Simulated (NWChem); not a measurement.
# A workflow on PH3F+ (SMILES F[PH3+])

Aim: a structure relaxation (MN15-L/DGauss-DZVP), then the harmonic vibrations, then the charge distribution of PH3F+. 

The results are computed with NWChem 7.3.0.

1 further run of the same task is left out (it didn't finish).

### 1 The structure to begin with

The species is PH3F+ (5 atoms), meant as a singlet with charge +1. As SMILES, `F[PH3+]`. The coordinates come from a GFN2-xTB relaxation. The run starts from this shape.

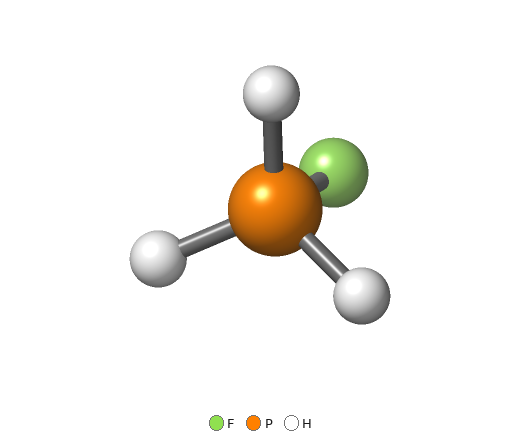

Viewed from a chosen angle; fluorine green, phosphorus orange, hydrogen white.

### 2 A structure relaxation at MN15-L/DGauss-DZVP (density fitting with weigend coulomb fitting) (run 1)

fh3p.nw reads:

```
start fh3p
memory total 2200 mb
charge 1

geometry
 zmatrix
   F
   P 1 r2
   H 2 r3 1 a3
   H 2 r4 3 a4 1 d4
   H 2 r5 3 a5 1 d5
 variables
   r2 1.557887
   r3 1.382425
   a3 102.75437
   r4 1.382765
   a4 115.25021
   d4 110.9232
   r5 1.382696
   a5 115.2783
   d5 -110.94743
 end
end

basis spherical
 * library "dzvp (dft orbital)"
end

basis "cd basis" spherical
 * library "weigend coulomb fitting"
end

dft
 xc mn15-l
 mult 1
 grid fine
 convergence energy 1e-05
 noprint "final vectors analysis"
end

driver
 maxiter 30
end

task dft optimize
```

Started as:

```console
$ nwchem fh3p.nw > fh3p.out
```

What it wrote:

```text
[...]
 Group name             C3
[...]
          Wavefunction type:  closed shell.
          No. of atoms     :     5
          No. of electrons :    26
[...]
          Charge           :     1
          Spin multiplicity:     1
[...]
          AO basis - number of functions:    38
[...]
              XC Information
              --------------
                       MN15-L Method XC Functional
                        MN15-L Exchange Functional  1.000
                      MN15-L Correlation Potential  1.000
[...]
 d= 0,ls=0.0,diis     1   -442.3118293301 -5.12D+02  5.65D-02  2.10D+00     0.3
[...]
         Total DFT energy =     -442.501072518059
[...]
  wavefunction    = closed shell
[...]
@    0    -442.50107252  0.0D+00  0.01303  0.00983  0.00000  0.00000      1.2
[...]
         Total DFT energy =     -442.506224237792
[...]
@    1    -442.50622424 -5.2D-03  0.01087  0.00363  0.08029  0.16694      2.2
[...]
         Total DFT energy =     -442.506357528963
[...]
         Total DFT energy =   -442.506357528963
[...]
@    2    -442.50635753 -1.3D-04  0.00041  0.00025  0.00551  0.01910      3.1
[...]
 d= 0,ls=0.0,diis     2   -442.5063585561 -1.41D-07  8.15D-06  5.35D-08     3.4
         Total DFT energy =     -442.506358556077
      One electron energy =     -743.002917144522
           Coulomb energy =      264.774784172571
    Exchange-Corr. energy =      -34.290965127937
 Nuclear repulsion energy =       70.012739543811
[...]
         Total DFT energy =   -442.506358556077
[...]
                         DFT ENERGY GRADIENTS
    atom               coordinates                        gradient
                 x          y          z           x          y          z
   1 F       0.000000   0.000000  -2.157177    0.000000  -0.000000  -0.000003
   2 P      -0.000000   0.000000   0.751411    0.000000  -0.000000  -0.000030
   3 H       2.366968  -0.865647   1.593053    0.000069  -0.000026   0.000011
   4 H      -1.933156  -1.617031   1.593053   -0.000057  -0.000046   0.000011
   5 H      -0.433812   2.482678   1.593053   -0.000012   0.000073   0.000011
[...]
@    3    -442.50635856 -1.0D-06  0.00007  0.00004  0.00062  0.00132      3.7
[...]
      Optimization converged
[...]
@    3    -442.50635856 -1.0D-06  0.00007  0.00004  0.00062  0.00132      3.7
[...]
```

It took 4.5 s on 1 thread of Intel Xeon Platinum 8488C (Sapphire Rapids), shared host; peak memory 0.11 GiB.

Step by step:

```
step  energy from the first frame kept (eV)
   0                                 0.0000
   1                                -0.1402
   2                                -0.1438
   3                                -0.1438
```

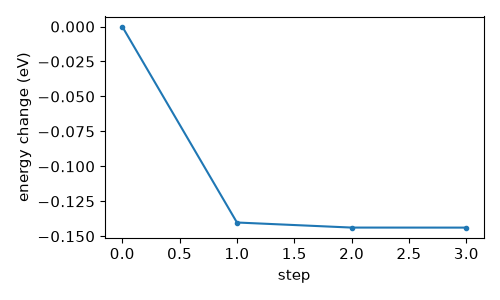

Energy along the run.

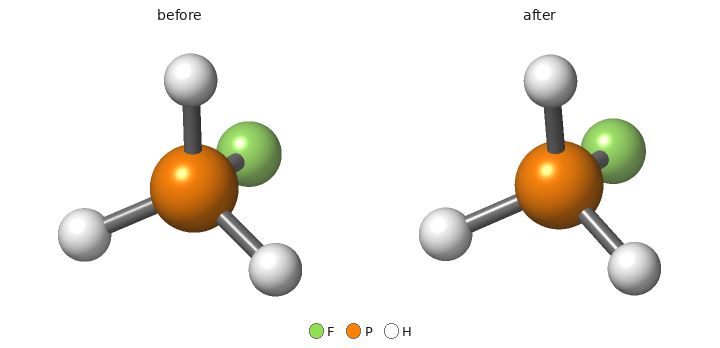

Before and after, at one scale.

After the run. Bond lengths: F1–P2 1.539 Å, P2–H3 1.406 Å, P2–H4 1.406 Å, P2–H5 1.406 Å. Angles: F1–P2–H3 108.5°, F1–P2–H4 108.5°, F1–P2–H5 108.5°, H3–P2–H4 110.5°, H3–P2–H5 110.5°, H4–P2–H5 110.5°.

### 3 The harmonic vibrations at MN15-L/DGauss-DZVP (density fitting with weigend coulomb fitting) (run 2)

fh3p2.nw reads:

```
restart fh3p
memory 2200 mb
charge 1

dft
xc mn15-l
grid fine
convergence energy 1e-05
print low
end

freq
temp 2 298.15 100
end

task dft frequencies
```

Started as:

```console
$ nwchem fh3p2.nw > fh3p2.out
```

What it wrote, cut to the lines that bear on the results:

```text
[...]
 *** Warning continue called for but no  ***
 *** fd restart file for nuclear hessian ***
[...]
 d= 0,ls=0.0,diis     1   -442.5063585625 -5.13D+02  5.10D-06  1.79D-08     0.3
[...]
         Total DFT energy =     -442.506358560852
[...]
         Total DFT energy =     -442.506356911602
[...]
         Total DFT energy =     -442.506346387351
[...]
         Total DFT energy =     -442.506347789473
[...]
         Total DFT energy =     -442.506355619678
[...]
 d= 0,ls=0.0,diis     3   -442.5063558478 -3.64D-08  7.32D-06  1.65D-07    33.3
         Total DFT energy =     -442.506355847818
      One electron energy =     -743.023409097764
           Coulomb energy =      264.785511724993
    Exchange-Corr. energy =      -34.291562377246
 Nuclear repulsion energy =       70.023103902199
[...]
                         DFT ENERGY GRADIENTS
    atom               coordinates                        gradient
                 x          y          z           x          y          z
   1 F       0.000000   0.000000  -2.157177   -0.000034   0.000198   0.000130
   2 P      -0.000000   0.000000   0.751411   -0.000093   0.000519   0.000485
   3 H       2.366968  -0.865647   1.593053    0.000000   0.000000   0.000000
   4 H      -1.933156  -1.617031   1.593053   -0.000040  -0.000089  -0.000048
   5 H      -0.433812   2.482678   1.583053    0.000097  -0.000557  -0.000521
[...]
 Zero-Point correction to Energy  =   19.818 kcal/mol  (  0.031582 au)
 Thermal correction to Energy     =   20.414 kcal/mol  (  0.032532 au)
 Thermal correction to Enthalpy   =   20.613 kcal/mol  (  0.032849 au)
 Total Entropy                    =   47.191 cal/mol-K
   - Translational                =   32.384 cal/mol-K (mol. weight =  52.9956)
   - Rotational                   =   14.807 cal/mol-K (symmetry #  =        3)
   - Vibrational                  =    0.000 cal/mol-K
 Cv (constant volume heat capacity) =    5.962 cal/mol-K
   - Translational                  =    2.979 cal/mol-K
   - Rotational                     =    2.979 cal/mol-K
   - Vibrational                    =    0.004 cal/mol-K
[...]
 Normal Eigenvalue ||           Projected Infra Red Intensities
[...]
```

Run time: 35 s. Hardware: 1 thread of Intel Xeon Platinum 8488C (Sapphire Rapids), shared host; peak memory 0.11 GiB.

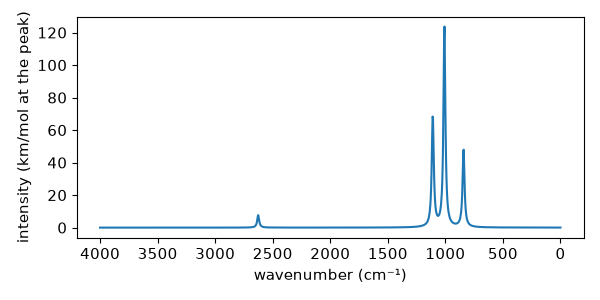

Harmonic infrared spectrum, unscaled, lines broadened by 10 cm⁻¹.

### 4 The charge distribution at MN15-L/DGauss-DZVP (density fitting with weigend coulomb fitting) (run 3)

fh3p.nw reads:

```
start fh3p
title "FH3P"
memory stack 880 mb heap 220 mb global 1100 mb
charge 1

geometry units angstroms
  F        0.000000       0.000000      -1.141529
  P        0.000000       0.000000       0.397630
  H        1.252546      -0.458080       0.843008
  H       -1.022982      -0.855696       0.843008
  H       -0.229564       1.313777       0.843008
end

basis spherical
  F library "dzvp (dft orbital)"
  P library "dzvp (dft orbital)"
  H library "dzvp (dft orbital)"
end

basis "cd basis" spherical
  F library "weigend coulomb fitting"
  P library "weigend coulomb fitting"
  H library "weigend coulomb fitting"
end

dft
  xc mn15-l
  grid fine
  convergence energy 1e-05
end

property
  dipole
  mulliken
  quadrupole
  moldenfile
  molden_norm janpa
end

task dft property
```

Started as:

```console
$ nwchem fh3p.nw > fh3p.out
```

What it wrote:

```text
[...]
 Group name             C3v
[...]
          Wavefunction type:  closed shell.
          No. of atoms     :     5
          No. of electrons :    26
[...]
          Charge           :     1
          Spin multiplicity:     1
[...]
          AO basis - number of functions:    38
[...]
              XC Information
              --------------
                       MN15-L Method XC Functional
                        MN15-L Exchange Functional  1.000
                      MN15-L Correlation Potential  1.000
[...]
 d= 0,ls=0.0,diis     1   -442.3234561267 -5.12D+02  5.42D-02  2.02D+00     0.4
[...]
 d= 0,ls=0.0,diis     8   -442.5063593003  3.52D-11  1.21D-06  6.26D-09     1.1
         Total DFT energy =     -442.506359300313
      One electron energy =     -743.002042783555
           Coulomb energy =      264.773894303661
    Exchange-Corr. energy =      -34.290933792251
 Nuclear repulsion energy =       70.012722971833
[...]
   Dipole moment        3.6818932582 Debye(s)
             DMX        0.0000000000 DMXEFC        0.0000000000
             DMY       -0.0000000000 DMYEFC        0.0000000000
             DMZ        3.6818932582 DMZEFC        0.0000000000
   -EFC- dipole         0.0000000000 DEBYE(S)
   Total dipole         3.6818932582 DEBYE(S)
[...]
```

Wall time 1.9 s (1 thread of Intel Xeon Platinum 8488C (Sapphire Rapids), shared host); peak memory 0.11 GiB.

Atomic charges (e):

```
atom  Mulliken
  F1    -0.288
  P2    +0.828
  H3    +0.153
  H4    +0.153
  H5    +0.153
```

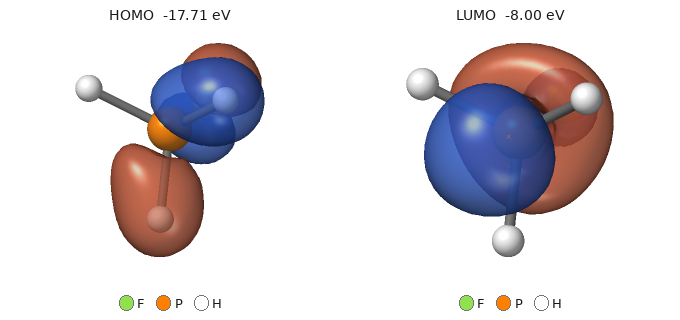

Frontier orbitals of this run, surfaces at ±0.2 Å^-3/2.

### 5 Results

| quantity | value |
| --- | --- |
| run 1, MN15-L/DGauss-DZVP: total energy at the end | -442.50636 Eh |
| run 2, MN15-L/DGauss-DZVP: energy of the last displaced shape | -442.50636 Eh |
| run 2, MN15-L/DGauss-DZVP: lowest harmonic wavenumber | 842 cm⁻¹ |
| run 2, MN15-L/DGauss-DZVP: highest harmonic wavenumber | 2626 cm⁻¹ |
| run 2, MN15-L/DGauss-DZVP: zero-point energy | 82.9 kJ/mol |
| run 2, MN15-L/DGauss-DZVP: ideal-gas entropy at 298.15 K (symmetry number 3 as used) | 56.5 cal/(mol K) |
| run 3, MN15-L/DGauss-DZVP: HOMO energy | -17.71 eV |
| run 3, MN15-L/DGauss-DZVP: LUMO energy | -8.00 eV |
| run 3, MN15-L/DGauss-DZVP: HOMO–LUMO gap | 9.71 eV |

The optimisation (run 1, MN15-L/DGauss-DZVP) took 4 steps and changed the energy by -0.144 eV. All 9 modes (run 2, MN15-L/DGauss-DZVP) are real, so the shape is a minimum at this level. Mulliken charges (run 3, MN15-L/DGauss-DZVP) run from -0.29 on F1 to +0.83 on P2.
